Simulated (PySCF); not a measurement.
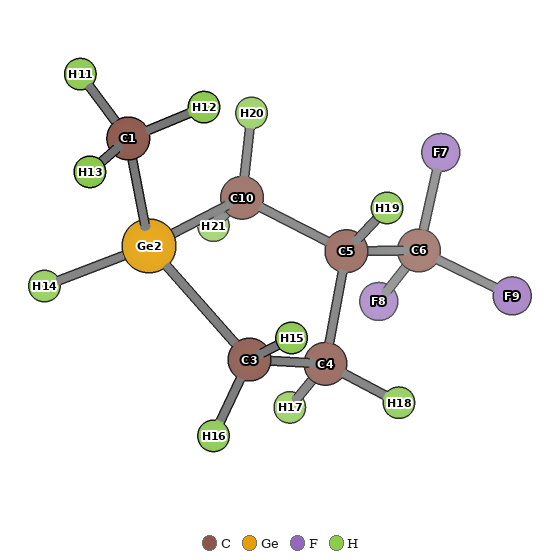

The molecule: C₆H₁₁F₃Ge, SMILES [CH3][Ge@@H]1[CH2]C[C@@H](C(F)(F)F)[CH2]1, singlet.

GIAO shifts, PBE0/pcSseg-1 in PySCF, at a GFN2-xTB geometry (no frequency check), against TMS for ¹³C computed at the same level. Gas phase, fully decoupled, line heights follow the number of nuclei, widths are arbitrary (no quadrupolar broadening); values of one conformer, averaged over methyl-type rotors and exact or near symmetry; other conformers aren't averaged in.

> Which ¹³C signals does it give?

6 signals.


```
δ (ppm)  nuclei  atoms
  137.8       1     C6
   49.7       1     C5
   32.1       1     C4
   15.1       1     C3
   14.2       1    C10
   −3.1       1     C1
```

The order of signals that lie close, as those under 2 ppm apart, is within the error of the method.

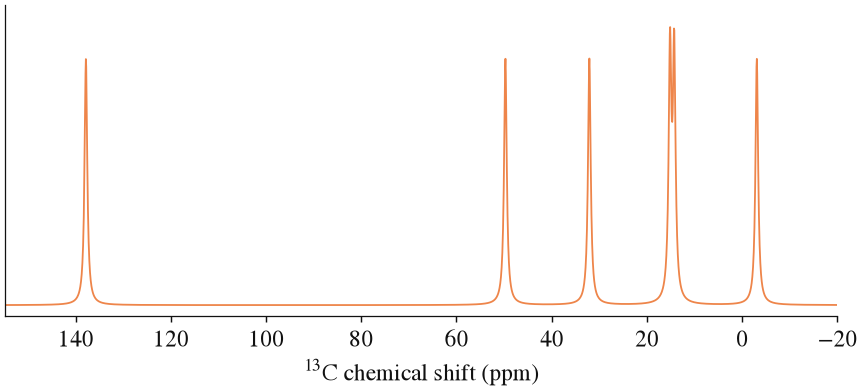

Known limits of this run: the tight-binding geometry is rougher than a DFT one and adds to the error; relativity, spin-orbit coupling included, is left out, which matters for Ge nuclei and their neighbours.
